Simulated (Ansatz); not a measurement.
# LuAl2B2: relaxing a made-up structure, part 2 of 2

Starting from a made-up structure for LuAl2B2, the aim is the relaxed cell, its shortest contacts and, where a second run follows, its electronic structure.

Ansatz 0.2.0; DFT, PBE, plane-wave PAW, default files, scalar-relativistic, no spin, cell and ions relaxed at zero pressure (the session's first sound run).

So far: The structure; Relaxing cell and atoms. The relaxed cell has a = 3.684, c = 9.371 Å (conventional setting).

### Step 3. Electronic structure of the relaxed cell

With the geometry fixed, one more self-consistent run, with a narrower smearing and the mesh shown in its input, gives the bands, and its pressure, and its forces where symmetry allows any, show how far the geometry depends on these settings.

This step: DFT, PBE, plane-wave PAW, default files, scalar-relativistic, no spin, bands and density of states at the relaxed cell (Ansatz 0.2.0).

input.yaml

```yaml
crystal:
  lattice:
    - [-1.841884078, 1.841884078, 4.6852940736]
    - [1.841884078, -1.841884078, 4.6852940736]
    - [1.841884078, 1.841884078, -4.6852940736]
  atoms:
    - { symbol: Lu, position: [0.0, 0.0, 0.0] }
    - { symbol: Al, position: [0.25, 0.75, 0.5] }
    - { symbol: Al, position: [0.75, 0.25, 0.5] }
    - { symbol: B, position: [0.5971318505, 0.5971318505, 0.0] }
    - { symbol: B, position: [0.4028681495, 0.4028681495, 0.0] }
kpoints:
  mp_grid: { grid: [12, 12, 12] }
  band_path:
    path:
      - [[0.0, 0.0, 0.0], [0.0, 0.0, 0.5], [-0.07727177, 0.07727177, 0.5], [-0.28863589, 0.28863589, 0.28863589], [0.0, 0.0, 0.0], [0.5, 0.5, -0.5], [0.28863589, 0.71136411, -0.28863589], [0.0, 0.5, 0.0], [0.25, 0.25, 0.25], [0.5, 0.5, -0.07727177], [0.5, 0.5, -0.5]]
      - [[0.0, 0.0, 0.5], [0.25, 0.25, 0.25]]
    npoints: 7
scf:
  occupations: { method: fermi_dirac, width: 0.03 }
  n_extra_bands: 9
hamiltonian:
  xc: pbe
  pseudopotentials: { kind: paw }
output:
  forces: true
  stress: true
  write_bands: true
  dos: { projected: true }
  write_density: true
  write_potential: true
  elf: true
  volumetric_format: npy
```

The run is started by

```sh
> ansatz run input.yaml --threads 4 --pin off --max-ram 8192MiB --backend cpu --events-out ev --progress --plain --runs-dir out
```

Numbers of over 12 decimals in the logs are rounded to 6 here.

Output:

```text
Lu: projections on atomic orbitals take those of the free atom [Kr 4d10] 4f14 5s2 5p6 5d1 6s2, of charge +0.00 (hamiltonian.pseudopotentials.projection_atoms); the dataset's partial waves leave at most 5.1e-5 of an orbital's norm unspanned inside its sphere
[...]
Crystal: 5 atoms, lattice volume = 63.580 Å³
Basis set: ecut = 420 eV, 1243 PW (Γ), exchange–correlation on 72×72×72 points (8 copies of the dense FFT grid, shifted against one another)
Bands: 28, of which v1, the nominal top of the filled ones, is band 19 counted from 1 (18 counted from 0)
Symmetry: 16 space group operations
[...]
k-points: 163 of 1728
[...]
SCF iter   1: F=—  HF=-16120.493251 eV  |F-HF|=—  |Δ(HF+E_count)|=         —  Δρ=3.66e-3  dr2=1.02e-2  ethr=1.77e-3  ⟨swp⟩=6.6  Hψ=25339  notcnv=0  defer=39
[...]
SCF iter   8: F=-16120.489851 eV  HF=-16120.489851 eV  |F-HF|=2.61e-9  |Δ(HF+E_count)|=   5.00e-8  Δρ=2.22e-6  dr2=3.19e-9  ethr=8.42e-11  ⟨swp⟩=10.1  Hψ=31730  notcnv=0
SCF 1 converged in 8 iterations: F = -16120.489851 eV  dr2 = 3.19e-9
  Residual-converged pass: ⟨swp⟩=1.1  Hψ=5240  notcnv=0  max |occ|·‖R‖ = 7.1e-9 eV (tolerance 1.0e-8 eV)  dr2=3.19e-9  dr2_onsite=1.39e-9  max |Δocc| = 7.6e-12
[...]
NSCF: frozen V_eff on 79 k-points
SCF converged after 8 iterations
Free energy (F): -16120.489851 eV
[...]
Internal energy: -16120.484299 eV  (E = F + TS)
E sigma→0 (E₀):  -16120.487075 eV
Entropy (-TS):   -0.005552 eV (-1.110 meV/atom)
Fermi energy:    13.042206 eV
[...]
--- Forces (eV/Å), atoms counted from 1 ---
  atom   1  Lu    -0.00000000    -0.00000000     0.00000000
  atom   2  Al    -0.00000000     0.00000000    -0.00000000
  atom   3  Al     0.00000000    -0.00000000     0.00000000
  atom   4  B      0.00000000    -0.00000000    -0.00945894
  atom   5  B     -0.00000000     0.00000000     0.00945894
  max |Σ_I F_I| component: 1.04e-17 eV/Å
--- Stress (GPa, compression-positive) ---
       -0.050291       0.000000      -0.000000
        0.000000      -0.050291       0.000000
       -0.000000       0.000000       0.123534
  P = ⅓ Tr σ = 0.0077 GPa (0.077 kbar)
--- Band table (eV; the first three rows and the last of 163) ---
  k-point 0: bands = [... 15 lower, 10.2965, 12.0338, 12.0338, 12.1747, 13.5194, 15.0575, 16.3680, 16.7452, ... 5 higher]
  k-point 1: bands = [... 15 lower, 10.2444, 11.1137, 11.3808, 13.3417, 13.8265, 15.7510, 16.2374, 17.1031, ... 5 higher]
  k-point 2: bands = [... 15 lower, 10.1168, 10.2703, 10.3730, 14.6632, 14.7902, 15.5357, 17.1641, 17.3861, ... 5 higher]
  k-point 162: bands = [... 15 lower, 10.5132, 11.5125, 11.6751, 12.9774, 12.9774, 15.4439, 17.1009, 17.1618, ... 5 higher]
```

Wall time 7.6 s (4 threads of Arm Neoverse V2, shared host); peak memory 0.54 GiB; 29 s of CPU time.

The column dr2 measures how far the density is from self-consistency, as an energy; F and HF (Harris–Foulkes) agree once it is small.

Numbers from this step:

| Quantity | Value |
| --- | --- |
| free energy | -16120.4899 eV |
| energy at zero smearing | -16120.4871 eV |
| smearing term TS | 0.005552 eV |
| pressure | 0.007651 GPa |

From bands.tsv, the bands that come nearest the Fermi level along the path, at its corners, in eV from the Fermi level:

```
point  band 16  band 17  band 18  band 19  band 20  band 21  band 22  band 23
    Γ    -2.75    -1.01    -1.01    -0.87     0.48     2.02     3.33     3.70
    X    -4.54    -3.71    -3.08     0.01     0.53     2.15     4.77     5.42
    Y    -4.43    -3.77    -2.96     0.19     0.43     2.11     4.99     5.27
    S    -3.05    -2.86    -0.06     0.37     1.58     1.86     2.56     2.69
    Γ    -2.75    -1.01    -1.01    -0.87     0.48     2.02     3.33     3.70
    Z    -2.53    -1.53    -1.37    -0.06    -0.06     2.40     4.06     4.12
   S1    -3.05    -2.86    -0.06     0.37     1.58     1.86     2.56     2.69
    N    -2.79    -1.76    -0.99    -0.04     1.29     2.25     2.83     4.77
    P    -4.49    -3.43    -3.43    -1.34     2.10     3.26     3.26     5.40
   Y1    -4.43    -3.77    -2.96     0.19     0.43     2.11     4.99     5.27
    Z    -2.53    -1.53    -1.37    -0.06    -0.06     2.40     4.06     4.12
    X    -4.54    -3.71    -3.08     0.01     0.53     2.15     4.77     5.42
    P    -4.49    -3.43    -3.43    -1.34     2.10     3.26     3.26     5.40
```

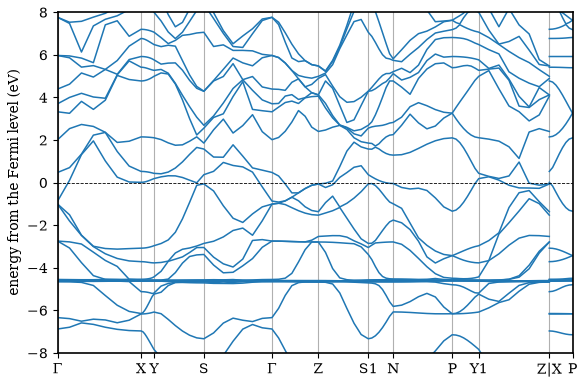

Bands along the path. 5 bands lie wholly below the window drawn.

States per cell as run, both spins, in windows of 1 eV, from dos.tsv (zero at the Fermi level):

```csv
from,to,total
-8,-7,0.69
-7,-6,1.30
-6,-5,1.39
-5,-4,15.13
-4,-3,2.47
-3,-2,2.12
-2,-1,1.09
-1,0,1.50
0,1,1.30
1,2,1.80
2,3,2.11
3,4,2.26
4,5,2.66
```

A further 11.3 states lie below the table's range.

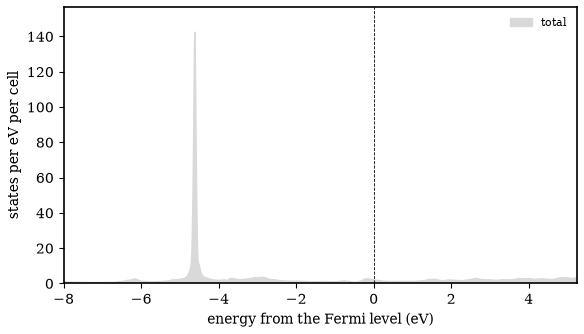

Total density of states, smoothed over about 0.04 eV.

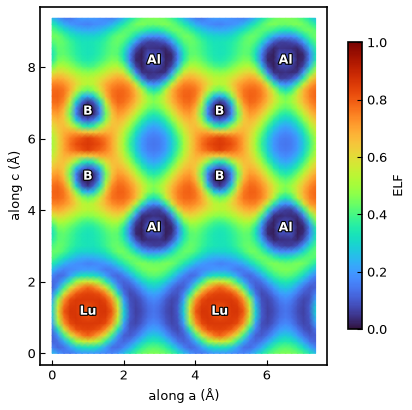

ELF in the ac plane of the conventional cell at fractional y = 0.000, with atoms of Lu and Al and B within 0.2 Å of it. It is the smooth field of the valence electrons, not physical close to the nuclei. The map starts off the cell's origin, so that atoms lie inside it.

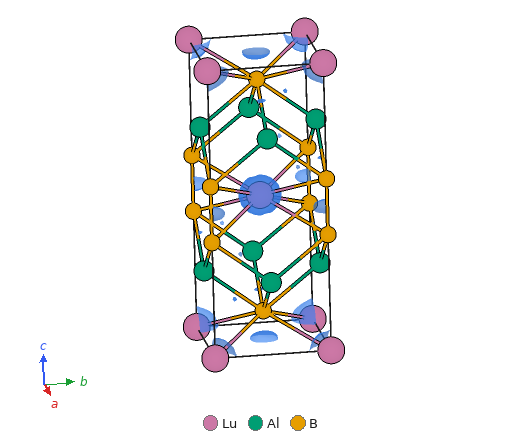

Surface of ELF = 0.79.

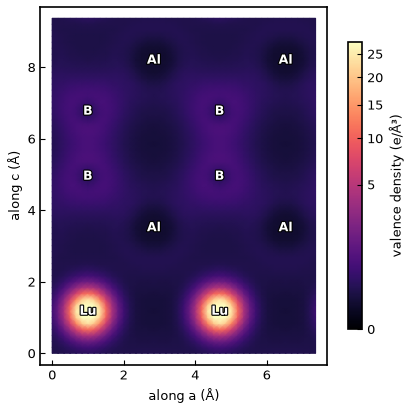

Valence density in the ac plane of the conventional cell at fractional y = 0.000, with atoms of Lu and Al and B within 0.2 Å of it. It is the smooth field of the valence electrons, not physical close to the nuclei. The map starts off the cell's origin, so that atoms lie inside it. The colour scale is stretched toward low values.

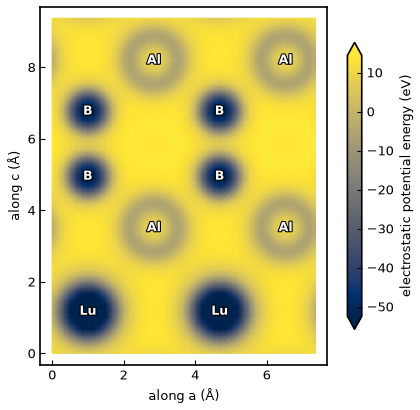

Electrostatic potential energy in the ac plane of the conventional cell at fractional y = 0.000, with atoms of Lu and Al and B within 0.2 Å of it. With pseudopotentials it is smooth inside the atoms' cores, unlike the true potential. The map starts off the cell's origin, so that atoms lie inside it.

### Step 4. Summary of results

| Property | Result |
| --- | --- |
| space group, relaxed | I4/mmm |
| conventional cell | a = 3.684, b = 3.684, c = 9.371 Å; α = 90.0°, β = 90.0°, γ = 90.0° |
| volume per atom | 12.72 Å³ (guess 13.69) |

What this shows: LuAl2B2 relaxes to I4/mmm with a = 3.684, b = 3.684 and c = 9.371 Å. The guessed volume was 8 % too large. The space group I4/mmm was held in the relaxation, so the end point is a stationary structure within it and may be a saddle against distortions or other arrangements. Bands cross the Fermi level, so it is a metal or semimetal at this level. The electron count is odd, which forces that without spin polarisation or a larger cell. On the 12×12×12 mesh with the narrower smearing (relaxed on 10×10×10) the largest force component is 0.009 eV/Å and the largest stress component is 0.124 GPa, against the relaxation's thresholds of 0.015 eV/Å and 0.05 GPa. The cutoff wasn't tested. Spin-orbit coupling is left out, which can matter for elements this heavy. No dispersion term is used, so weakly bound directions may come out too long. Nothing here tests whether the compound is stable against decomposition.

[Logs are printed without paths, hosts, clocks, repeated set-up lines and the standing remarks that a program may print on its own settings, such as how far it seeks lower states.]

[Hosts, paths, dates, database ids (printed as entryN), source tags and the programs' standing remarks are cut or masked in the printed files.]
